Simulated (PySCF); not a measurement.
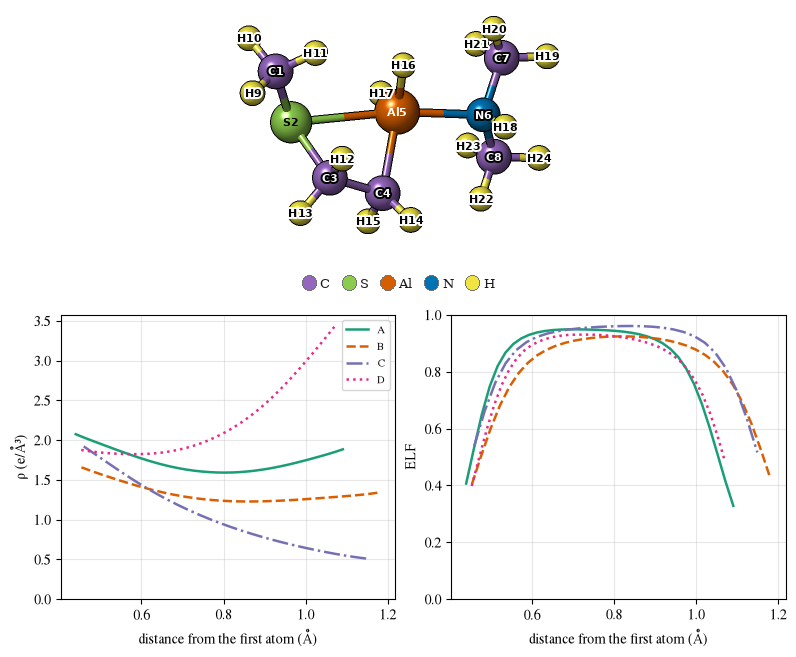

Figure. C$_{5}$H$_{16}$AlNS. Electron density and electron localisation function along straight lines between neighbouring atoms. The curves leave out the atomic cores. The structure is drawn too.

Geometry: GFN2-xTB.

All numbers below come from PBE0/pcSseg-1, SCF density, gas phase, non-relativistic in PySCF.

The calculation's input:

```
{"job": {"kind": "nmr", "xc": "PBE0", "basis": "pcSseg-1"}, "charge": 0, "multiplicity": 1}
C     -3.364995     1.296966    -0.206705
S     -2.427603     0.058930    -1.148451
C     -2.156004    -1.227883     0.120182
C     -0.685979    -1.642521     0.026548
Al     0.010553     0.228363    -0.403378
N      1.931362     0.095273     0.288383
C      2.544281     1.404094     0.158190
C      2.638602    -0.920401    -0.473808
H     -4.247726     0.826330     0.215025
H     -3.656673     2.070937    -0.908498
H     -2.732076     1.713883     0.572155
H     -2.369602    -0.760730     1.081568
H     -2.876499    -2.031149    -0.054352
H     -0.450804    -2.264416     0.901973
H     -0.592969    -2.318690    -0.839456
H     -0.404634     1.343890     0.643685
H      0.433656     0.617249    -1.866785
H      1.935324    -0.167394     1.271395
H      3.597277     1.404727     0.455864
H      1.991271     2.115763     0.766755
H      2.463266     1.716185    -0.881330
H      2.160076    -1.884421    -0.311138
H      2.550987    -0.671804    -1.530844
H      3.697174    -0.983416    -0.202492
```

Launched as:

```sh
OMP_NUM_THREADS=1 python probes_run.py task.json out
```

Which curve belongs to which contact (C–Al, C–C, C–N and C–S)? The first atom named is at distance zero.

Answer. Curve A: C–C (1.53 Å): the density is about 1.6 e/Å³ at the midpoint; the ELF peaks at about 0.95 between the atoms, as expected for a covalent bond. Curve B: C–S (1.82 Å): ρ is about 1.2 e/Å³ halfway; the ELF peaks at about 0.90 between the atoms: a shared electron pair. Curve C: C–Al (2.04 Å): ρ at the midpoint is about 0.62 e/Å³; the ELF peaks at about 0.95 between the atoms; a polar covalent bond. Curve D: C–N (1.45 Å): ρ at the midpoint is about 1.9 e/Å³; the ELF peaks at about 0.95 between the atoms; localised, covalent bonding.
